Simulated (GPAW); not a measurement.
## Screening of a field by a 2-layer slab of Ir(100)

Wanted: the out-of-plane polarisability of a 2-layer slab of Ir(100).

Method: GPAW, PAW setups; slab in vacuum, in GPAW 26.7.0.

### Step 1. Set-up

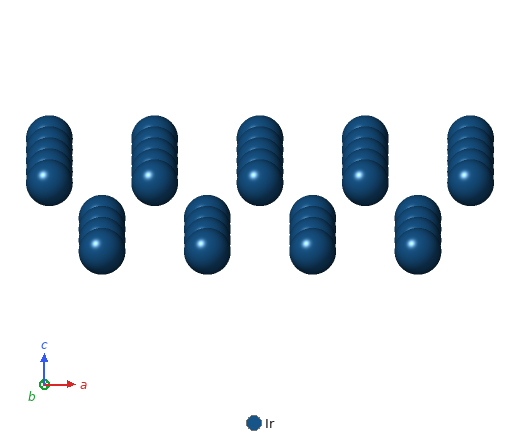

The starting structure, seen nearly edge on (iridium blue). 4×4×1 cells are drawn. Some periodic images of atoms are drawn too.

The cell holds 2 atoms: 2 Ir. Cell: a = 2.715 Å, b = 2.715 Å, c = 19.920 Å, α = 90.0°, β = 90.0°, γ = 90.0°. Vacuum lies along c.

### Step 2. Relaxation

The atoms are relaxed first, since the surface dipole, and with it the work function, follows the positions of the outer layers. The lowest 1 atoms are held at bulk positions and keep their forces.

Input file run.py:

```python
import json
import numpy as np
from ase import Atoms
from ase.constraints import FixAtoms
from ase.optimize import BFGS
from gpaw import GPAW, PW

slab = Atoms(
    ['Ir', 'Ir'],
    positions=[
        [1.35765, 1.35765, 9.00000],
        [0.00000, 0.00000, 10.92000]],
    cell=[[2.71529, 0.0, 0.0], [0.0, 2.71529, 0.0], [0.0, 0.0, 19.92]],
    pbc=[True, True, False])

slab.calc = GPAW(mode=PW(400), xc='PBE', kpts={'size': (12, 12, 1), 'gamma': True},
                 occupations={'name': 'fermi-dirac', 'width': 0.1}, nbands='140%',
                 convergence={'density': 0.0001}, maxiter=200,
                 poissonsolver={'dipolelayer': 'xy'},
                 symmetry={'tolerance': 1e-3, 'extra_ids': [1, 0]}, txt='slab.txt')
result = {}
slab.set_constraint(FixAtoms([0]))
path = []
opt = BFGS(slab, maxstep=0.2)
opt.attach(lambda: path.append((slab.get_potential_energy(), slab.positions.tolist(), slab.get_forces().tolist())))
result['relaxed'] = bool(opt.run(fmax=0.05, steps=30))
result['path'] = path
energy = slab.get_potential_energy()
fermi = slab.calc.get_fermi_level()
v = slab.calc.get_electrostatic_potential().mean((0, 1)) - fermi
n = slab.calc.get_pseudo_density().mean((0, 1))
L = slab.cell[2, 2]
z = np.arange(len(v)) * L / len(v)
low, high = slab.positions[:, 2].min(), slab.positions[:, 2].max()
below, above = np.interp([low - 6.8, high + 6.8], z, v)
slopes = [np.interp(x, z, np.gradient(v, z)) for x in (low - 6.8, high + 6.8)]
eps = np.array([[slab.calc.get_eigenvalues(k, s) for k in range(len(slab.calc.get_ibz_k_points()))]
                for s in range(slab.calc.get_number_of_spins())]) - fermi
top, bottom = eps[eps < 0].max(), eps[eps > 0].min()
dipole = slab.get_dipole_moment()[2]
print(f'energy {energy:.4f} eV, Fermi level {fermi:.4f} eV, dipole {dipole:.5f} e A')
print(f'potential 6.8 A off the faces, from the Fermi level: lower {below:.4f} eV, upper {above:.4f} eV')
print(f'slope of the potential there: lower {slopes[0]:.5f}, upper {slopes[1]:.5f} eV/A')
print(f'nearest levels on the mesh: {top:.4f} and {bottom:.4f} eV')
print('magnetic moment', round(slab.get_magnetic_moment(), 3))
result.update(energy=energy, fermi=fermi, dipole=dipole, below=below, above=above, slopes=slopes, edges=[top, bottom],
              z=z.tolist(), v=v.tolist(), n=n.tolist(), positions=slab.positions.tolist(),
              forces=slab.get_forces(apply_constraint=False).tolist(), moments=slab.get_magnetic_moments().tolist())
json.dump(result, open('result.json', 'w'))
```

Run with:

```bash
$ OMP_NUM_THREADS=1 OPENBLAS_NUM_THREADS=1 python run.py
```

The log of the run:

```text
Step          Energy          fmax
BFGS:    0      -15.961708        1.557428
BFGS:    1      -15.994719        1.408711
BFGS:    2      -16.070814        0.960719
BFGS:    3      -16.098338        0.227408
BFGS:    4      -16.100298        0.023416
energy -16.0377 eV, Fermi level -1.7502 eV, dipole 0.00000 e A
potential 6.8 A off the faces, from the Fermi level: lower 5.6920 eV, upper 5.6933 eV
slope of the potential there: lower 0.00000, upper 0.00023 eV/A
nearest levels on the mesh: -0.0604 and 0.0478 eV
magnetic moment 0.0
```

Elapsed: 45 s, on 1 thread of AMD EPYC 9R45, shared host; peak memory 0.19 GiB.

Relaxation path:

```csv
step,energy less that of the first step (eV),largest force (eV/Å)
1,0.0000,1.5574
2,-0.0342,1.4087
3,-0.1207,0.9607
4,-0.1443,0.2274
5,-0.1471,0.0234
```

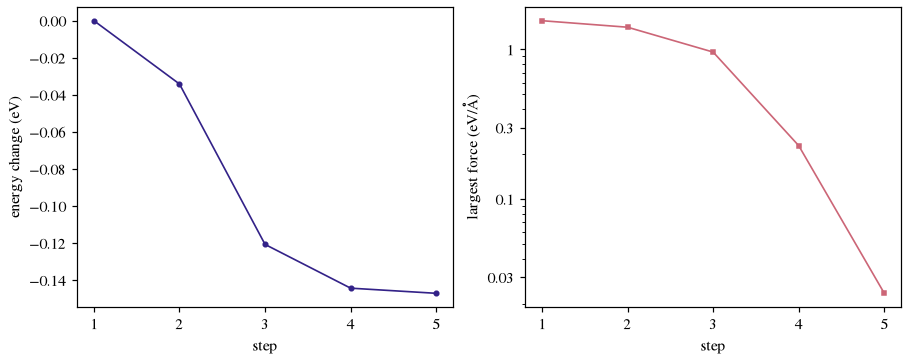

Energy and largest force along the relaxation.

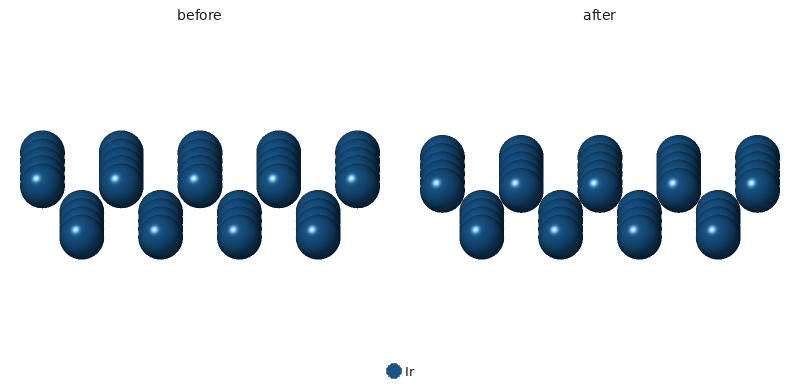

The structure before and after the relaxation, drawn at the same scale.

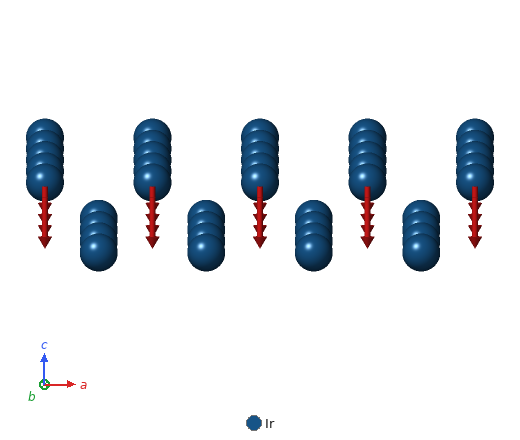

Displacements in the relaxation, exaggerated; the longest in the cell stands for 0.16 Å. 4×4×1 cells are drawn. Some periodic images of atoms are drawn too.

The atoms that moved most (Å):

```csv
atom,dx,dy,dz,length
Ir2,0.000,0.000,-0.157,0.157
```

The relaxed structure:

```xyz
2
Lattice="2.7153 0.0000 0.0000 0.0000 2.7153 0.0000 0.0000 0.0000 19.9200" Properties=species:S:1:pos:R:3
Ir    1.3576    1.3576    9.0000
Ir    0.0000    0.0000   10.7633
```

This step gave:

```
dipole along the normal                    : 1.93e-6 e·Å
levels nearest the Fermi level on the mesh : -0.06044, 0.04777 eV from the Fermi level
upper work function                        : 5.693 eV
lower work function                        : 5.692 eV
```

Table of electrostatic potential energy of an electron (without an applied field's), less the Fermi level, planar mean by z:

```csv
z (Å),"electrostatic potential energy of an electron (without an applied field's), less the Fermi level, planar mean (eV)"
0,5.69
2,5.69
4,5.69
6,5.67
8,0.696
10,-7.39
12,3.04
14,5.68
16,5.69
18,5.69
```

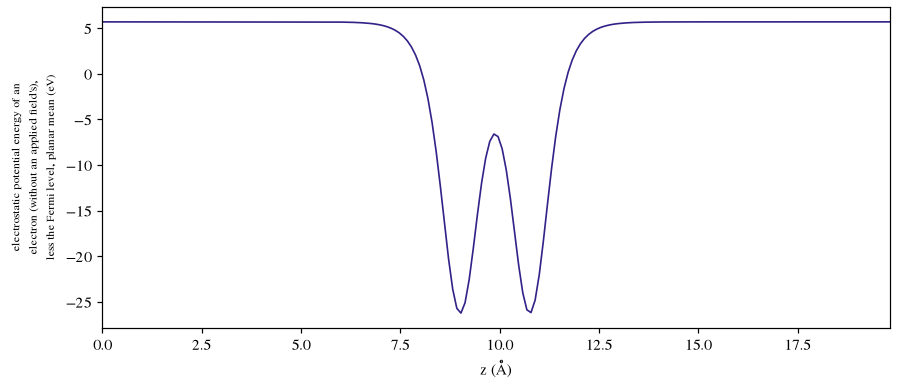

Electrostatic potential energy of an electron (without an applied field's), less the Fermi level, planar mean against z.

The pseudo valence density, planar mean by z:

```csv
z (Å),"pseudo valence density, planar mean (e/Å³)"
5,6.5e-5
6,9.3e-4
7,0.0138
8,0.213
9,1.91
10,0.633
11,1.55
12,0.109
13,0.00739
14,5.1e-4
15,3.5e-5
```

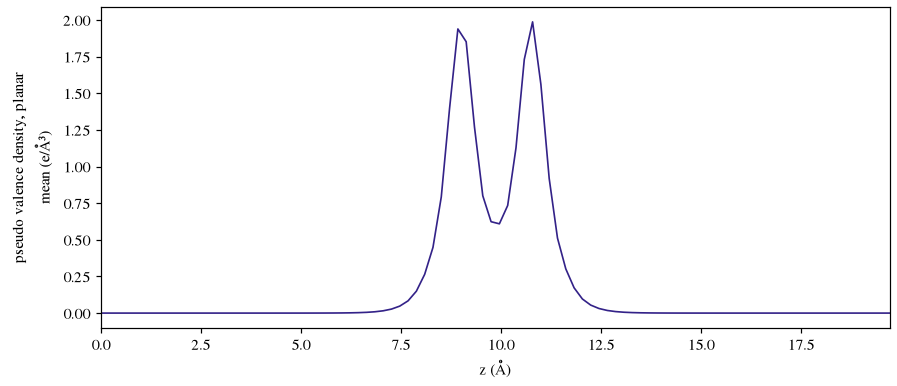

Pseudo valence density, planar mean against z.

The relaxation lowered the energy of the cell by 0.147 eV (energies extrapolated to zero smearing; the optimiser's log prints free energies). The largest force left on a free atom is 0.023 eV/Å.

### Step 3. The slab's potential

The work function is the vacuum plateau of the electrostatic potential less the Fermi level; a dipole layer lets the two faces have plateaus of their own.

run.py, as its differences from that of step 2:

```diff
@@ -3,4 +3,2 @@
 from ase import Atoms
-from ase.constraints import FixAtoms
-from ase.optimize import BFGS
 from gpaw import GPAW, PW
@@ -11,3 +9,3 @@
         [1.35765, 1.35765, 9.00000],
-        [0.00000, 0.00000, 10.92000]],
+        [-0.00000, -0.00000, 10.76332]],
     cell=[[2.71529, 0.0, 0.0], [0.0, 2.71529, 0.0], [0.0, 0.0, 19.92]],
@@ -17,12 +15,6 @@
                  occupations={'name': 'fermi-dirac', 'width': 0.1}, nbands='140%',
-                 convergence={'density': 0.0001}, maxiter=200,
+                 convergence={'density': 1e-05}, maxiter=200,
                  poissonsolver={'dipolelayer': 'xy'},
-                 symmetry={'tolerance': 1e-3, 'extra_ids': [1, 0]}, txt='slab.txt')
+                 symmetry={'tolerance': 1e-3}, txt='slab.txt')
 result = {}
-slab.set_constraint(FixAtoms([0]))
-path = []
-opt = BFGS(slab, maxstep=0.2)
-opt.attach(lambda: path.append((slab.get_potential_energy(), slab.positions.tolist(), slab.get_forces().tolist())))
-result['relaxed'] = bool(opt.run(fmax=0.05, steps=30))
-result['path'] = path
 energy = slab.get_potential_energy()
```

The log of the run:

```text
energy -16.0378 eV, Fermi level -1.7501 eV, dipole 0.00004 e A
potential 6.8 A off the faces, from the Fermi level: lower 5.6918 eV, upper 5.6931 eV
slope of the potential there: lower -0.00000, upper 0.00024 eV/A
nearest levels on the mesh: -0.0604 and 0.0478 eV
magnetic moment 0.0
```

Run time: 11 s. Hardware: 1 thread; peak memory 0.18 GiB.

This step gave:

- dipole along the normal: 3.62e-5 e·Å

Table of electrostatic potential energy of an electron (without an applied field's), less the Fermi level, planar mean by z:

```csv
z (Å),"electrostatic potential energy of an electron (without an applied field's), less the Fermi level, planar mean (eV)"
0,5.69
2,5.69
4,5.69
6,5.67
8,0.696
10,-7.39
12,3.04
14,5.68
16,5.69
18,5.69
```

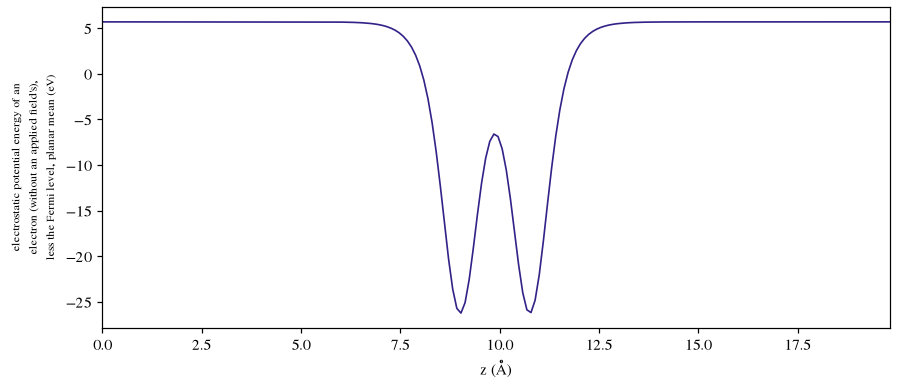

Electrostatic potential energy of an electron (without an applied field's), less the Fermi level, planar mean against z.

Table of pseudo valence density, planar mean by z:

```csv
z (Å),"pseudo valence density, planar mean (e/Å³)"
5,6.5e-5
6,9.3e-4
7,0.0138
8,0.213
9,1.91
10,0.633
11,1.55
12,0.109
13,0.00739
14,5.1e-4
15,3.5e-5
```

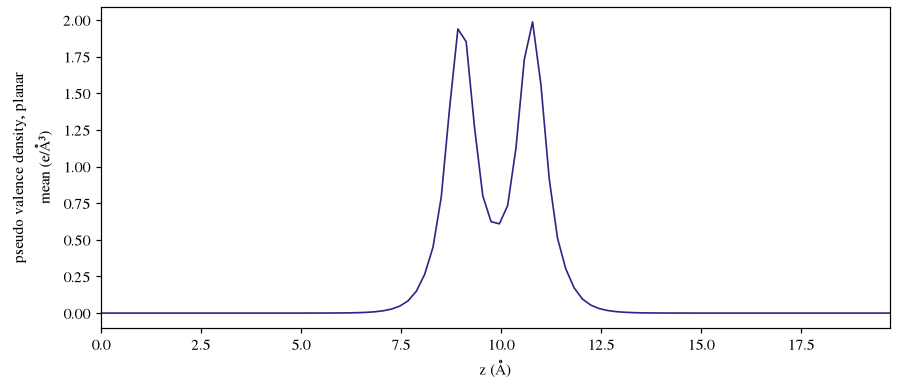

Pseudo valence density, planar mean, plotted against z.

The potential is flat to 2.4e-4 eV/Å where it is read, so the vacuum is wide enough.

### Step 4. Field on

A uniform field along the normal polarises the slab; the atoms stay fixed, so this is the electronic response alone.

run.py, as its differences from that of step 3:

```diff
@@ -4,2 +4,3 @@
 from gpaw import GPAW, PW
+from gpaw.external import ConstantElectricField
 
@@ -17,2 +18,3 @@
                  poissonsolver={'dipolelayer': 'xy'},
+                 external=ConstantElectricField(-0.2, [0, 0, 1]),
                  symmetry={'tolerance': 1e-3}, txt='slab.txt')
```

The log of the run:

```text
energy -16.0419 eV, Fermi level -1.7406 eV, dipole -0.04197 e A
potential 6.8 A off the faces, from the Fermi level: lower 5.1648 eV, upper 6.1948 eV
slope of the potential there: lower -0.00019, upper 0.00007 eV/A
nearest levels on the mesh: -0.0606 and 0.0478 eV
magnetic moment 0.0
```

The job ended after 25 s (1 thread; peak memory 0.26 GiB).

This step gave:

- dipole along the normal: -0.04197 e·Å
- levels nearest the Fermi level on the mesh: -0.06061, 0.04776 eV from the Fermi level
- potential below the slab, the applied field's own ramp left out: 5.165 eV from the Fermi level
- potential above the slab, the applied field's own ramp left out: 6.195 eV from the Fermi level

Electrostatic potential energy of an electron (without an applied field's), less the Fermi level, planar mean against z:

```csv
z (Å),"electrostatic potential energy of an electron (without an applied field's), less the Fermi level, planar mean (eV)"
0,5.68
2,5.16
4,5.17
6,5.15
8,0.299
10,-7.39
12,3.44
14,6.18
16,6.19
18,6.19
```

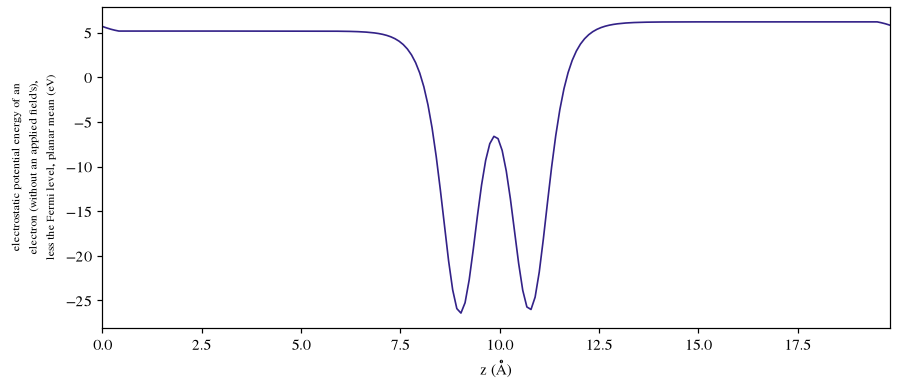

Electrostatic potential energy of an electron (without an applied field's), less the Fermi level, planar mean, plotted against z.

The dipole is now -0.0420 e Å, against 3.6e-5 in the run without a field.

### Step 5. Field on

run.py, as its differences from that of step 4:

```diff
@@ -18,3 +18,3 @@
                  poissonsolver={'dipolelayer': 'xy'},
-                 external=ConstantElectricField(-0.2, [0, 0, 1]),
+                 external=ConstantElectricField(-0.1, [0, 0, 1]),
                  symmetry={'tolerance': 1e-3}, txt='slab.txt')
```

The log of the run:

```text
energy -16.0388 eV, Fermi level -1.7448 eV, dipole -0.02102 e A
potential 6.8 A off the faces, from the Fermi level: lower 5.4276 eV, upper 5.9431 eV
slope of the potential there: lower -0.00010, upper 0.00016 eV/A
nearest levels on the mesh: -0.0605 and 0.0478 eV
magnetic moment 0.0
```

Elapsed: 27 s, on 1 thread; peak memory 0.26 GiB.

This step gave:

- dipole along the normal: -0.02102 e·Å
- levels nearest the Fermi level on the mesh: -0.06048, 0.04777 eV from the Fermi level
- potential below the slab, the applied field's own ramp left out: 5.428 eV from the Fermi level
- potential above the slab, the applied field's own ramp left out: 5.943 eV from the Fermi level

Table of electrostatic potential energy of an electron (without an applied field's), less the Fermi level, planar mean by z:

```csv
z (Å),"electrostatic potential energy of an electron (without an applied field's), less the Fermi level, planar mean (eV)"
0,5.69
2,5.43
4,5.43
6,5.41
8,0.498
10,-7.39
12,3.24
14,5.93
16,5.94
18,5.94
```

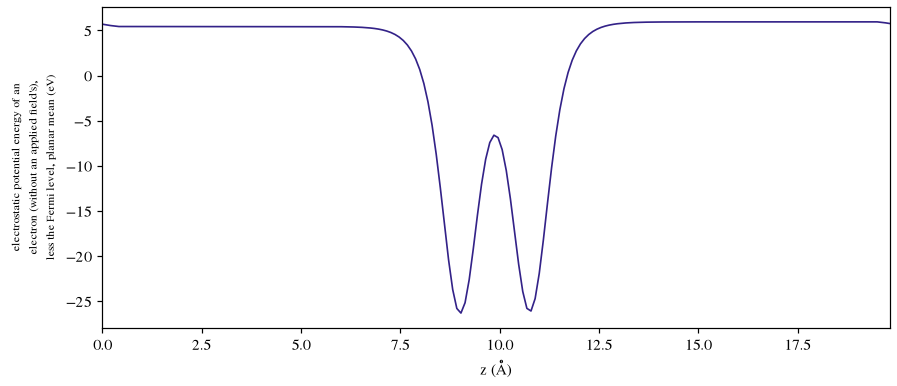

Electrostatic potential energy of an electron (without an applied field's), less the Fermi level, planar mean, plotted against z.

The dipole is now -0.0210 e Å, against 3.6e-5 in the run without a field.

### Step 6. Field on

run.py, as its differences from that of step 5:

```diff
@@ -18,3 +18,3 @@
                  poissonsolver={'dipolelayer': 'xy'},
-                 external=ConstantElectricField(-0.1, [0, 0, 1]),
+                 external=ConstantElectricField(-0.05, [0, 0, 1]),
                  symmetry={'tolerance': 1e-3}, txt='slab.txt')
```

The log of the run:

```text
energy -16.0380 eV, Fermi level -1.7473 eV, dipole -0.01054 e A
potential 6.8 A off the faces, from the Fermi level: lower 5.5596 eV, upper 5.8178 eV
slope of the potential there: lower -0.00005, upper 0.00020 eV/A
nearest levels on the mesh: -0.0605 and 0.0478 eV
magnetic moment 0.0
```

Elapsed: 27 s, on 1 thread; peak memory 0.26 GiB.

The electrostatic potential energy of an electron (without an applied field's), less the Fermi level, planar mean by z:

```csv
z (Å),"electrostatic potential energy of an electron (without an applied field's), less the Fermi level, planar mean (eV)"
0,5.69
2,5.56
4,5.56
6,5.54
8,0.597
10,-7.39
12,3.14
14,5.80
16,5.82
18,5.82
```

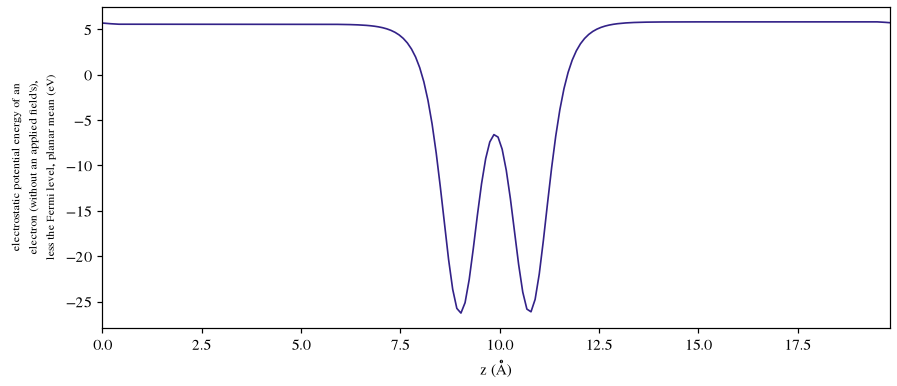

Electrostatic potential energy of an electron (without an applied field's), less the Fermi level, planar mean, plotted against z.

### Step 7. In a field

run.py, as its differences from that of step 6:

```diff
@@ -18,3 +18,3 @@
                  poissonsolver={'dipolelayer': 'xy'},
-                 external=ConstantElectricField(-0.05, [0, 0, 1]),
+                 external=ConstantElectricField(0.05, [0, 0, 1]),
                  symmetry={'tolerance': 1e-3}, txt='slab.txt')
```

The log of the run:

```text
energy -16.0380 eV, Fermi level -1.7531 eV, dipole 0.01040 e A
potential 6.8 A off the faces, from the Fermi level: lower 5.8245 eV, upper 5.5687 eV
slope of the potential there: lower 0.00004, upper 0.00028 eV/A
nearest levels on the mesh: -0.0605 and 0.0478 eV
magnetic moment 0.0
```

The job ended after 27 s (1 thread; peak memory 0.26 GiB).

Table of electrostatic potential energy of an electron (without an applied field's), less the Fermi level, planar mean by z:

```csv
z (Å),"electrostatic potential energy of an electron (without an applied field's), less the Fermi level, planar mean (eV)"
0,5.70
2,5.82
4,5.82
6,5.80
8,0.796
10,-7.40
12,2.94
14,5.56
16,5.57
18,5.57
```

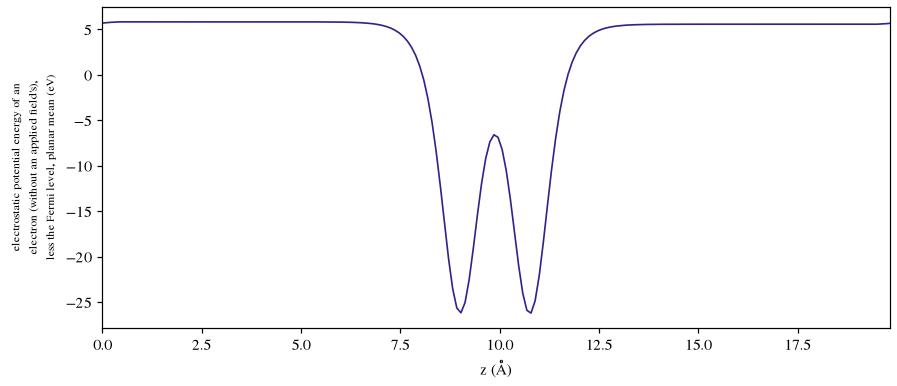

Electrostatic potential energy of an electron (without an applied field's), less the Fermi level, planar mean, plotted against z.

### Step 8. Field on

run.py, as its differences from that of step 7:

```diff
@@ -18,3 +18,3 @@
                  poissonsolver={'dipolelayer': 'xy'},
-                 external=ConstantElectricField(0.05, [0, 0, 1]),
+                 external=ConstantElectricField(0.1, [0, 0, 1]),
                  symmetry={'tolerance': 1e-3}, txt='slab.txt')
```

The log of the run:

```text
energy -16.0388 eV, Fermi level -1.7564 eV, dipole 0.02087 e A
potential 6.8 A off the faces, from the Fermi level: lower 5.9576 eV, upper 5.4446 eV
slope of the potential there: lower 0.00009, upper 0.00033 eV/A
nearest levels on the mesh: -0.0605 and 0.0478 eV
magnetic moment 0.0
```

It took 27 s on 1 thread; peak memory 0.26 GiB.

The dipole is now 0.0209 e Å, against 3.6e-5 in the run without a field.

(Part 1 of 2 ends here.)

[Logs are printed without paths, hosts, clocks, repeated set-up lines and the standing remarks that a program may print on its own settings, such as how far it seeks lower states.]

[Hosts, paths, dates, database ids (printed as entryN), source tags and the programs' standing remarks are cut or masked in the printed files.]
